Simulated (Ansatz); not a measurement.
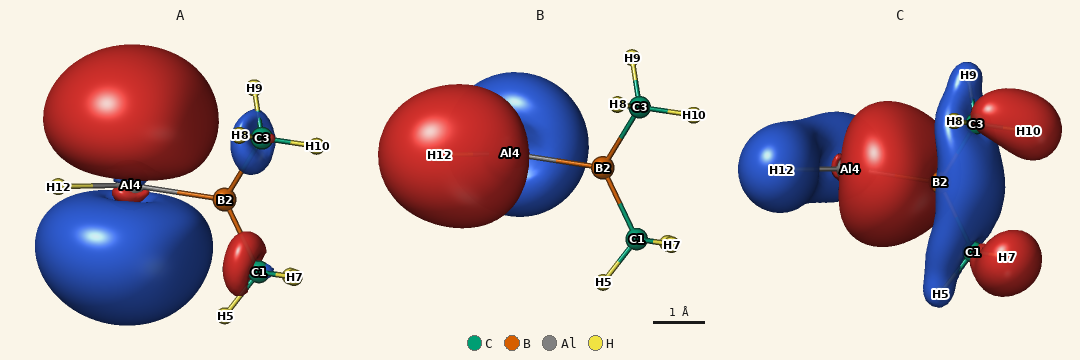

The picture shows: C2H8AlB (SMILES C[B](C)[AlH2]). Three frontier orbitals at ±0.08 Å⁻³ᐟ² (blue and red are the two phases), in no order.

These are results of Ansatz, RKS B3LYP/6-31G*, not measurements.

Input file:

```
crystal:
  periodic: [false, false, false]
  atoms:
    - { symbol: C, position_ang: [-0.1713, 1.4609, -0.5041] }
    - { symbol: B, position_ang: [0.0117, 0.0202, 0.0091] }
    - { symbol: C, position_ang: [1.1274, -0.3065, 1.05] }
    - { symbol: Al, position_ang: [-1.1168, -1.4938, -0.694] }
    - { symbol: H, position_ang: [-0.0866, 1.5244, -1.635] }
    - { symbol: H, position_ang: [-1.2509, 1.8437, -0.2634] }
    - { symbol: H, position_ang: [0.5305, 2.2074, -0.0446] }
    - { symbol: H, position_ang: [1.906, -1.0228, 0.6154] }
    - { symbol: H, position_ang: [0.7094, -0.7266, 2.0195] }
    - { symbol: H, position_ang: [1.7179, 0.6134, 1.3624] }
    - { symbol: H, position_ang: [-2.3538, -1.1859, -1.7273] }
    - { symbol: H, position_ang: [-0.9466, -2.9896, -0.1541] }
basis:
  gaussian: { orbitals: "6-31G*" }
hamiltonian:
  xc: b3lyp
relax:
  f_tol: 0.015
  max_steps: 40
output:
  orbitals: {}
```

Run with:

```sh
ansatz run input.yaml --threads 1 --pin off --max-ram 2048MiB --backend cpu --events-out ev --progress --plain --runs-dir out
```

The fields are those of the run's last geometry, not of the input's.

### Order the three orbitals by energy and name them.

B is the HOMO−1 (−7.89 eV). It lies mainly on Al4 (about 35 %), H11 (about 30 %) and H12 (about 30 %). C is the HOMO (−6.43 eV). It lies mainly on B2 (about 35 %), Al4 (about 30 %), C1 (about 10 %), C3 (about 10 %), H11 (about 5 %) and H12 (about 5 %). A is the LUMO (−1.52 eV). By Hirshfeld shares it lies mainly on Al4 (about 75 %).

### What is the HOMO–LUMO gap?

4.91 eV between the orbital energies.
